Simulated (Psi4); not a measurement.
# SO2 (sulfur dioxide): a chain of runs, part 2 of 2

Psi4 1.11.

## Step 4: The doublet cation: a structure relaxation at UM06-2X/6-31G(d) (density fitting, Cartesian functions) (run 3)

Contents of calc.in:

```
memory 1600 mb

molecule geom {
  1 2
  O     -0.982131     0.656345    -0.462557
  S      0.273536     0.362732     0.189582
  O      0.715082    -1.010409     0.277479
  symmetry c1
}

set {
  basis 6-31G*
  reference uks
}

E = opt("m06-2x")
print_variables()
```

On the command line:

```console
$ psi4 calc.in calc.out -n 1
```

calc.out:

```text
Psi4 1.11 release

gradient() will perform analytic gradient computation.

   => Loading Basis Set <=

    Name: 6-31G*
    Role: ORBITAL
    Keyword: BASIS

         ---------------------------------------------------------
                                   SCF
                              UKS Reference
                        1 Threads,   1525 MiB Core
         ---------------------------------------------------------

  ==> Geometry <==

    Molecular point group: c1
    Full point group: Cs

    Geometry (in Angstrom), charge = 1, multiplicity = 2:

       Center              X                  Y                   Z               Mass
    ------------   -----------------  -----------------  -----------------  -----------------
         O           -1.168331292545     0.566257093951     0.000000000000    15.994914619570
         S            0.246292624115     0.271244113912    -0.000000000000    31.972071174400
         O            0.676019486248    -1.108444177902     0.000000000000    15.994914619570

  Running in c1 symmetry.

  Rotational constants: A =      1.96452  B =      0.33964  C =      0.28957 [cm^-1]
  Rotational constants: A =  58894.71390  B =  10182.06143  C =   8681.20424 [MHz]
  Nuclear repulsion =  107.341112023542337

  Charge       = 1
  Multiplicity = 2
  Electrons    = 31
  Nalpha       = 16
  Nbeta        = 15

  ==> Algorithm <==

  SCF Algorithm Type is DF.
  DIIS enabled.
  MOM disabled.
  Fractional occupation disabled.
  Guess Type is SAD.
  Energy threshold   = 1.00e-08
  Density threshold  = 1.00e-08
  Integral threshold = 1.00e-12

  ==> Primary Basis <==

  Basis Set: 6-31G*
    Blend: 6-31G*
    Number of shells: 20
    Number of basis functions: 49
    Number of Cartesian functions: 49
    Spherical Harmonics?: false
    Max angular momentum: 2

  ==> DFT Potential <==

   => LibXC <=

    Version 7.1.2

   => Composite Functional: M06-2X <=

    Deriv               =              1
    GGA                 =           TRUE
    Meta                =           TRUE

    Exchange Hybrid     =           TRUE
    MP2 Hybrid          =          FALSE

   => Exchange Functionals <=

    1.0000   XC_HYB_MGGA_X_M06_2X

   => Exact (HF) Exchange <=

    0.5400               HF

   => Correlation Functionals <=

    1.0000   XC_MGGA_C_M06_2X

   => LibXC Density Thresholds  <==

    XC_MGGA_C_M06_2X:  1.00E-12
    XC_HYB_MGGA_X_M06_2X:  1.00E-15

   => Molecular Quadrature <=

    Radial Scheme          =       TREUTLER
    Pruning Scheme         =           NONE
    Nuclear Scheme         =       TREUTLER

    Blocking Scheme        =         OCTREE
    BS radius alpha        =              1
    Pruning alpha          =              1
    Radial Points          =             75
    Spherical Points       =            302
    Total Points           =          64013
    Total Blocks           =            541
    Max Points             =            256
    Max Functions          =             49
    Weights Tolerance      =       1.00E-15

   => Loading Basis Set <=

    Name: (6-31G* AUX)
    Role: JKFIT
    Keyword: DF_BASIS_SCF

  ==> Integral Setup <==

  DFHelper Memory: AOs need 0.006 GiB; user supplied 0.915 GiB.
  SCF_SUBTYPE=INCORE selected. In-core MEM_DF algorithm will be used.
  Using in-core AOs.

  ==> MemDFJK: Density-Fitted J/K Matrices <==

    J tasked:                   Yes
    K tasked:                   Yes
    wK tasked:                   No
    Memory [MiB]:               936
    Algorithm:                 Core
    Schwarz Cutoff:           1E-12
    Mask sparsity (%):       0.2499
    Fitting Condition:        1E-10

   => Auxiliary Basis Set <=

  Basis Set: (6-31G* AUX)
    Blend: CC-PVDZ-JKFIT
    Number of shells: 84
    Number of basis functions: 292
    Number of Cartesian functions: 292
    Spherical Harmonics?: false
    Max angular momentum: 3

  Cached 100.0% of DFT collocation blocks in 0.203 [GiB].

  Minimum eigenvalue in the overlap matrix is 1.2124607519E-02.
  Reciprocal condition number of the overlap matrix is 2.2744481223E-03.
    Using symmetric orthogonalization.

  ==> Pre-Iterations <==

  SCF Guess: Superposition of Atomic Densities via on-the-fly atomic UHF (no occupation information).

   -------------------------
    Irrep   Nso     Nmo
   -------------------------
     A         49      49
   -------------------------
    Total      49      49
   -------------------------

  ==> Iterations <==

                           Total Energy        Delta E     RMS |[F,P]|

[... 2 lines left out ...]
   @DF-UKS iter   2:  -547.55057094167682    2.78985e-01   2.21883e-02 ADIIS/DIIS
[... 2 lines left out ...]
   @DF-UKS iter   5:  -548.02882537220182   -4.19607e-04   1.37613e-04 ADIIS/DIIS
[... 2 lines left out ...]
   @DF-UKS iter   8:  -548.02897259762938   -3.93196e-07   2.32028e-05 DIIS
[... 2 lines left out ...]
   @DF-UKS iter  11:  -548.02897331263523   -1.74384e-09   1.73131e-07 DIIS
[... 2 lines left out ...]
   @DF-UKS iter  14:  -548.02897331286147   -1.36424e-12   7.63233e-09 DIIS
[... 10 lines left out ...]
   @S^2 Expected:                7.500000000E-01
[... 2 lines left out ...]
   @S   Observed:                5.000000000E-01
[... 49 lines left out ...]
    Nuclear Repulsion Energy =            107.3411120235423368
[... 2 lines left out ...]
    DFT Exchange-Correlation Energy =     -20.1841416415107524
[... 2 lines left out ...]
    Total Energy =                       -548.0289733128614671
[... 25 lines left out ...]
 Dipole Z            :         -0.0000000           -0.0000000           -0.0000000
[... 113 lines left out ...]
	Measures of convergence in internal coordinates in au.
[... 81 lines left out ...]
    Weights Tolerance      =       1.00E-15
[... 42 lines left out ...]
   @DF-UKS iter   1:  -548.03147775321429   -2.62124e-02   8.03023e-04 ADIIS/DIIS
[... 2 lines left out ...]
   @DF-UKS iter   4:  -548.03364195288964   -1.70292e-04   7.48960e-05 DIIS
[... 2 lines left out ...]
   @DF-UKS iter   7:  -548.03368613840166   -5.75965e-07   2.45010e-06 DIIS
[... 2 lines left out ...]
   @DF-UKS iter  10:  -548.03368617821764   -3.28259e-09   1.58018e-07 DIIS
[... 2 lines left out ...]
   @DF-UKS iter  13:  -548.03368617837793   -5.68434e-13   3.66551e-09 DIIS
[... 10 lines left out ...]
   @S^2 Expected:                7.500000000E-01
[... 2 lines left out ...]
   @S   Observed:                5.000000000E-01
[... 12 lines left out ...]
    Nuclear Repulsion Energy =            106.6589930086466325
[... 2 lines left out ...]
    DFT Exchange-Correlation Energy =     -20.1801987277569346
[... 2 lines left out ...]
    Total Energy =                       -548.0336861783779341
[... 25 lines left out ...]
 Dipole Z            :          0.0000000           -0.0000000            0.0000000
[... 82 lines left out ...]
	Measures of convergence in internal coordinates in au.
[... 70 lines left out ...]
    Weights Tolerance      =       1.00E-15
[... 22 lines left out ...]
   @DF-UKS iter   1:  -548.03389825521197    1.74761e-02   1.45134e-04 ADIIS/DIIS
[... 2 lines left out ...]
   @DF-UKS iter   4:  -548.03392269848393   -1.55735e-06   5.13714e-06 DIIS
[... 2 lines left out ...]
   @DF-UKS iter   7:  -548.03392284312872   -1.06400e-09   1.04663e-06 DIIS
[... 2 lines left out ...]
   @DF-UKS iter  10:  -548.03392284457766   -2.72848e-12   4.81382e-09 DIIS
[... 10 lines left out ...]
   @S^2 Expected:                7.500000000E-01
[... 2 lines left out ...]
   @S   Observed:                5.000000000E-01
[... 12 lines left out ...]
    Nuclear Repulsion Energy =            107.1792626743829828
[... 2 lines left out ...]
    DFT Exchange-Correlation Energy =     -20.1850004305805122
[... 2 lines left out ...]
    Total Energy =                       -548.0339228445776598
[... 25 lines left out ...]
 Dipole Z            :         -0.0000000           -0.0000000           -0.0000000
[... 82 lines left out ...]
	Measures of convergence in internal coordinates in au.
[... 70 lines left out ...]
    Weights Tolerance      =       1.00E-15
[... 22 lines left out ...]
   @DF-UKS iter   1:  -548.03394239836859    8.57079e-03   6.82193e-05 DIIS
[... 2 lines left out ...]
   @DF-UKS iter   4:  -548.03394820240965   -4.73836e-07   3.25084e-06 DIIS
[... 2 lines left out ...]
   @DF-UKS iter   7:  -548.03394827008356   -3.45494e-10   6.88259e-07 DIIS
[... 2 lines left out ...]
   @DF-UKS iter  10:  -548.03394827072361   -1.25056e-12   4.39401e-09 DIIS
[... 10 lines left out ...]
   @S^2 Expected:                7.500000000E-01
[... 2 lines left out ...]
   @S   Observed:                5.000000000E-01
[... 49 lines left out ...]
    Nuclear Repulsion Energy =            107.4308288970818808
[... 2 lines left out ...]
    DFT Exchange-Correlation Energy =     -20.1873582630420429
[... 2 lines left out ...]
    Total Energy =                       -548.0339482707236129
[... 14 lines left out ...]
Properties computed using the SCF density matrix

 Multipole Moments:

 ------------------------------------------------------------------------------------
     Multipole            Electronic (a.u.)      Nuclear  (a.u.)        Total (a.u.)
 ------------------------------------------------------------------------------------

 L = 1.  Multiply by 2.5417464519 to convert [e a0] to [Debye]
 Dipole X            :          0.3819620            0.0033877            0.3853497
 Dipole Y            :          0.4206551            0.0037308            0.4243859
 Dipole Z            :          0.0000000           -0.0000000            0.0000000
 Magnitude           :                                                    0.5732345

 ------------------------------------------------------------------------------------

	total time  =          9 seconds =       0.15 minutes

         ------------------------------------------------------------
                                   SCF GRAD
         ------------------------------------------------------------

  ==> Geometry <==

    Molecular point group: c1
    Full point group: Cs

    Geometry (in Angstrom), charge = 1, multiplicity = 2:

       Center              X                  Y                   Z               Mass
    ------------   -----------------  -----------------  -----------------  -----------------
         O           -1.166300596689     0.653693219447     0.000000000000    15.994914619570
         S            0.201835484917     0.222281989352    -0.000000000000    31.972071174400
         O            0.762853711053    -1.098010413593     0.000000000000    15.994914619570

  Nuclear repulsion =  107.430828897081881

   => Molecular Quadrature <=

    Radial Scheme          =       TREUTLER
    Pruning Scheme         =           NONE
    Nuclear Scheme         =       TREUTLER

    Blocking Scheme        =         OCTREE
    BS radius alpha        =              1
    Pruning alpha          =              1
    Radial Points          =             75
    Spherical Points       =            302
    Total Points           =          64039
    Total Blocks           =            542
    Max Points             =            255
    Max Functions          =             49
    Weights Tolerance      =       1.00E-15

  -Total Gradient:
     Atom            X                  Y                   Z
    ------   -----------------  -----------------  -----------------
       1        0.000301698990     0.000155352702    -0.000000000000
       2       -0.000016091609    -0.000017194692     0.000000000000
       3        0.000125768246     0.000314880275     0.000000000000

	total time  =          2 seconds =       0.03 minutes

    			-----------------------------------------

    			 OPTKING 3.0: for geometry optimizations

    			        with contributions from

    			-----------------------------------------

	                            ===> Fragment 1 <==

	 Z (Atomic Numbers)          Masses                          Geom
	       8.000000            15.994915         -2.20398871  1.23530115  0.00000000
	      16.000000            31.972071          0.38141379  0.42005208 -0.00000000
	       8.000000            15.994915          1.44158459 -2.07493896  0.00000000

	 - Coordinate -           - BOHR/RAD -       - ANG/DEG -
	 R(1,2)           =         2.710892           1.434542
	 R(2,3)           =         2.710893           1.434543
	 B(1,2,3)         =         2.278058         130.523102

	        --- Internal Coordinate Step in ANG or DEG, aJ/ANG or AJ/DEG ---
	-------------------------------------------------------------------------------
	           Coordinate      Previous         Force          Change          New
	           ----------      --------        ------          ------        ------
	               R(1,2)       1.43454        0.00128        0.00015       1.43470
	               R(2,3)       1.43454        0.00128        0.00015       1.43470
	             B(1,2,3)     130.52310       -0.00001       -0.03842     130.48468
	-------------------------------------------------------------------------------

	                                 ==> Convergence Check <==

	Measures of convergence in internal coordinates in au.

	Criteria marked as inactive (o), active & met (*), and active & unmet ( ).

	----------------------------------------------------------------------------------------------
	   Step    Total Energy     Delta E     Max Force     RMS Force      Max Disp      RMS Disp
	----------------------------------------------------------------------------------------------
	  Convergence Criteria     1.00e-06 *    3.00e-04 *             o    1.20e-03 *             o
	----------------------------------------------------------------------------------------------
	     4    -548.03394827   -2.54e-05      1.56e-04 *    1.52e-04 o    6.71e-04 *    4.54e-04 o  ~
	----------------------------------------------------------------------------------------------

Next Geometry in Ang
	Fragment 1 (Ang)

	    O  -1.1663669925   0.6535278917   0.0000000000
	    S   0.2020600824   0.2225292439  -0.0000000000
	    O   0.7626955094  -1.0980923404   0.0000000000

    Final optimized geometry and variables:
    Molecular point group: c1
    Full point group: Cs

    Geometry (in Angstrom), charge = 1, multiplicity = 2:

    O           -1.166300596689     0.653693219447     0.000000000000
    S            0.201835484917     0.222281989352    -0.000000000000
    O            0.762853711053    -1.098010413593     0.000000000000

  Variable Map:
  ----------------------------------------------------------------------------
  "CURRENT ENERGY"              =>    -548.033948270724
  "CURRENT REFERENCE ENERGY"    =>    -548.033948270724
  "DD SOLVATION ENERGY"         =>       0.000000000000
  "DFT FUNCTIONAL TOTAL ENERGY" =>    -548.033948270724
  "DFT TOTAL ENERGY"            =>    -548.033948270724
  "DFT VV10 ENERGY"             =>       0.000000000000
  "DFT XC ENERGY"               =>     -20.187358263042
  "GRID ELECTRONS ALPHA"        =>      16.000009532777
  "GRID ELECTRONS BETA"         =>      15.000008494701
  "GRID ELECTRONS TOTAL"        =>      31.000018027478
  "NUCLEAR REPULSION ENERGY"    =>     107.430828897082
  "ONE-ELECTRON ENERGY"         =>    -957.423431694480
  "OPTIMIZATION ITERATIONS"     =>       4.000000000000
  "PCM POLARIZATION ENERGY"     =>       0.000000000000
  "PE ENERGY"                   =>       0.000000000000
  "SCF ITERATION ENERGY"        =>    -548.033948270724
  "SCF ITERATIONS"              =>      10.000000000000
  "SCF TOTAL ENERGY"            =>    -548.033948270724
  "TWO-ELECTRON ENERGY"         =>     322.146012789716
  "XC GRID RADIAL POINTS"       =>      75.000000000000
  "XC GRID SPHERICAL POINTS"    =>     302.000000000000
  "XC GRID TOTAL POINTS"        =>   64039.000000000000

  Array Variable Map:
  ----------------------------------------------------------------------------
  "CURRENT DIPOLE"              =>       0.385349662160 ... 0.000000000000 1 by 3
  "CURRENT GRADIENT"            =>       0.000301698990 ... 0.000000000000 3 by 3
  "DFT TOTAL GRADIENT"          =>       0.000301698990 ... 0.000000000000 3 by 3
  "SCF DIPOLE"                  =>       0.385349662160 ... 0.000000000000 1 by 3
  "SCF TOTAL ENERGIES"          =>    -548.042513190577 ... -548.033948270724 1 by 11
  "SCF TOTAL GRADIENT"          =>       0.000301698990 ... 0.000000000000 3 by 3

    Psi4 run time: 0:00:53.89

[set-up sections that repeat, and orbital energies of the middle runs, are left out above]
```

On the terminal:

```text
Optimizer: Optimization complete!
```

It took 59 s on 1 thread of Intel Xeon at 2.50GHz (Skylake/Cascade Lake), shared host; peak memory 0.43 GiB.

The path in brief:

```csv
step,energy from the first frame kept (eV),largest force (eV/Å)
0,0.0000,1.7117
1,-0.1282,0.6887
2,-0.1347,0.2206
3,-0.1354,0.0175
```

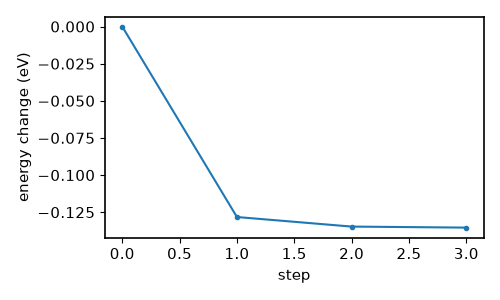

Energy along the run.

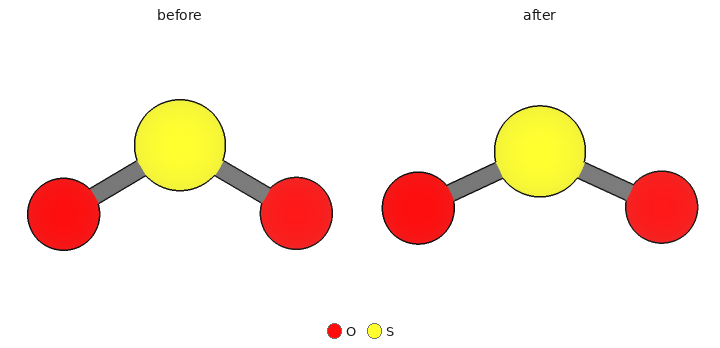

Before and after, at one scale.

After the run. Bond lengths: O1–S2 1.435 Å, S2–O3 1.435 Å. Angles: O1–S2–O3 130.5°.

## Step 5: The energy at M06-2X/6-31G(d) (density fitting, Cartesian functions) (run 4)

Contents of o2s.sdf:

```

     RDKit          3D

  3  2  0  0  0  0  0  0  0  0999 V2000
   -0.9844    0.7434   -0.4541 O   0  0  0  0  0  0  0  0  0  0  0  0
    0.2368    0.3140    0.1641 S   0  0  0  0  0  0  0  0  0  0  0  0
    0.7908   -1.0000    0.3199 O   0  0  0  0  0  0  0  0  0  0  0  0
  2  1  2  0
  3  2  1  0
M  CHG  2   2   1   3  -1
M  END
$$$$
```

Contents of job.py:

```python
import psi4
from rdkit import Chem

psi4.set_memory(1600000000)
psi4.set_num_threads(1)
psi4.core.set_output_file('output.dat', False)

rd = Chem.SDMolSupplier('o2s.sdf', removeHs=False, sanitize=False)[0]
xyz = rd.GetConformer().GetPositions()
atoms = '\n'.join(f'{a.GetSymbol()} {x:.4f} {y:.4f} {z:.4f}' for a, (x, y, z) in zip(rd.GetAtoms(), xyz))
mol = psi4.geometry('0 1\n' + atoms + '\nsymmetry c1')

psi4.set_options({
    'basis': '6-31G*',
})

e_tot, wfn = psi4.energy("M06-2X", return_wfn=True)
print('E =', round(e_tot, 9))
for k, v in sorted(psi4.core.scalar_variables().items()):
    print(f'{k:45s} {v:18.10f}')
```

On the command line:

```console
$ python job.py
```

output.dat (excerpt; [...] marks lines left out):

```text
[...]
  Running in c1 symmetry.
[...]
  Nuclear repulsion =  107.432841430202672
[...]
  Multiplicity = 1
[...]
  Nalpha       = 16
  Nbeta        = 16
[...]
    Number of basis functions: 49
[...]
   @DF-RKS iter   1:  -548.31981343692087    7.66572e-02   1.30692e-02 DIIS/ADIIS
[...]
   @DF-RKS iter   9:  -548.47956614678878   -2.78499e-09   2.24121e-07 DIIS
[...]
  @DF-RKS Final Energy:  -548.47956614678878
   => Energetics <=
    Nuclear Repulsion Energy =            107.4328414302026715
    One-Electron Energy =                -968.5334598860778215
    Two-Electron Energy =                 333.0164543273767777
    DFT Exchange-Correlation Energy =     -20.3954020182904223
    Empirical Dispersion Energy =           0.0000000000000000
    VV10 Nonlocal Energy =                  0.0000000000000000
    Total Energy =                       -548.4795661467887840
[...]
```

On the terminal:

```text
E = -548.479566147
CURRENT ENERGY                                   -548.4795661468
CURRENT REFERENCE ENERGY                         -548.4795661468
DD SOLVATION ENERGY                                 0.0000000000
DFT FUNCTIONAL TOTAL ENERGY                      -548.4795661468
DFT TOTAL ENERGY                                 -548.4795661468
DFT VV10 ENERGY                                     0.0000000000
DFT XC ENERGY                                     -20.3954020183
GRID ELECTRONS ALPHA                               16.0000086860
GRID ELECTRONS BETA                                16.0000086860
GRID ELECTRONS TOTAL                               32.0000173720
NUCLEAR REPULSION ENERGY                          107.4328414302
ONE-ELECTRON ENERGY                              -968.5334598861
PCM POLARIZATION ENERGY                             0.0000000000
PE ENERGY                                           0.0000000000
SCF ITERATION ENERGY                             -548.4795661468
SCF ITERATIONS                                      9.0000000000
SCF TOTAL ENERGY                                 -548.4795661468
TWO-ELECTRON ENERGY                               333.0164543274
XC GRID RADIAL POINTS                              75.0000000000
XC GRID SPHERICAL POINTS                          302.0000000000
XC GRID TOTAL POINTS                            64039.0000000000
```

It took 17 s on 1 thread of Intel Xeon at 2.50GHz (Skylake/Cascade Lake), shared host; peak memory 0.43 GiB.

## Step 6: Summary of results

The summary covers parts 1 to 2.

| quantity | value |
| --- | --- |
| run 1, M06-2X/6-31G*: total energy at the end | -548.48744 Eh |
| run 1, M06-2X/6-31G*: dipole moment | 1.90 D |
| run 1, M06-2X/6-31G*: HOMO energy | -10.76 eV |
| run 1, M06-2X/6-31G*: LUMO energy | -2.17 eV |
| run 1, M06-2X/6-31G*: HOMO–LUMO gap | 8.59 eV |
| doublet cation, run 2: total energy | -548.02897 Eh |
| doublet cation, run 2: HOMO energy (highest over α and β) | -19.91 eV |
| doublet cation, run 2: LUMO energy (lowest over α and β) | -14.29 eV |
| doublet cation, run 2: ⟨S²⟩ | 0.762 |
| doublet cation, run 3: total energy at the end | -548.03395 Eh |
| doublet cation, run 3: HOMO energy (highest over α and β) | -20.30 eV |
| doublet cation, run 3: LUMO energy (lowest over α and β) | -13.95 eV |
| doublet cation, run 3: ⟨S²⟩ | 0.758 |
| run 4, M06-2X/6-31G*: total energy | -548.47957 Eh |
| run 4, M06-2X/6-31G*: dipole moment | 1.20 D |
| run 4, M06-2X/6-31G*: HOMO energy | -10.39 eV |
| run 4, M06-2X/6-31G*: LUMO energy | -1.98 eV |
| run 4, M06-2X/6-31G*: HOMO–LUMO gap | 8.41 eV |
| adiabatic ionisation energy (to the doublet cation, no zero-point term) | 12.340 eV |

What this shows: The adiabatic ionisation energy (to the doublet cation, no zero-point term) is 12.34 eV (1191 kJ/mol). The measured adiabatic value is 12.35 eV (NIST CCCBDB), which includes the change in zero-point energy. The optimisation (run 1, M06-2X/6-31G*) took 4 steps and changed the energy by -0.022 eV. At M06-2X/6-31G*: Experiment gives 1.63 D for the dipole moment (NIST CCCBDB), so the computed value is 0.27 D (17 %) too high. The optimisation (doublet cation, run 3) took 4 steps and changed the energy by -0.135 eV.
